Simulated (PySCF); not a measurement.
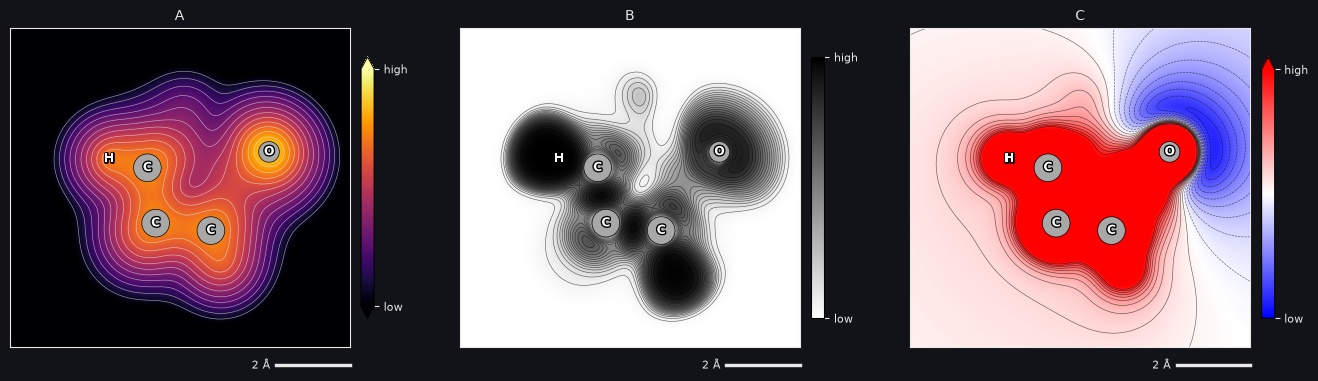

C₄H₈OS (tetramethylene sulfoxide): 3 fields on the plane of atoms C3, C4 and C5, with unlabelled colour scales. Grey discs cover the atomic cores.

Geometry: GFN2-xTB.

The calculation used PBE0/def2-SVPD, SCF density, gas phase in PySCF 2.14.0.

```yaml
atoms:
  - { symbol: O, position_ang: [0.2825, 1.6558, 1.9714] }
  - { symbol: S, position_ang: [0.1947, 1.6440, 0.5104] }
  - { symbol: C, position_ang: [-1.2778, 0.5687, 0.1073] }
  - { symbol: C, position_ang: [-0.7769, -0.6491, -0.6468] }
  - { symbol: C, position_ang: [0.5903, -0.9775, -0.0570] }
  - { symbol: C, position_ang: [1.3635, 0.3251, -0.0850] }
  - { symbol: H, position_ang: [-1.7066, 0.3096, 1.0737] }
  - { symbol: H, position_ang: [-1.9902, 1.1617, -0.4612] }
  - { symbol: H, position_ang: [-1.4699, -1.4856, -0.5484] }
  - { symbol: H, position_ang: [-0.6700, -0.4160, -1.7088] }
  - { symbol: H, position_ang: [0.4767, -1.3125, 0.9759] }
  - { symbol: H, position_ang: [1.0983, -1.7613, -0.6206] }
  - { symbol: H, position_ang: [1.6506, 0.6027, -1.0979] }
  - { symbol: H, position_ang: [2.2342, 0.3339, 0.5648] }
```

Q: Which field does each panel show? The fields are: electron density, electron localisation function and electrostatic potential.

A: Panel A: electron density. Panel B: electron localisation function. Panel C: electrostatic potential (strongly positive close to the atoms, with negative regions outside electron-rich atoms). From the grid: C–C (1.52 Å): the density is about 1.7 e/Å³ at the midpoint; the ELF peaks at about 0.95 between the atoms (localised, covalent bonding). C–H (1.09 Å): ρ at the midpoint is about 1.9 e/Å³; the ELF climbs to about 1 towards the hydrogen, as it does in any bond to H (an ordinary covalent bond to hydrogen).
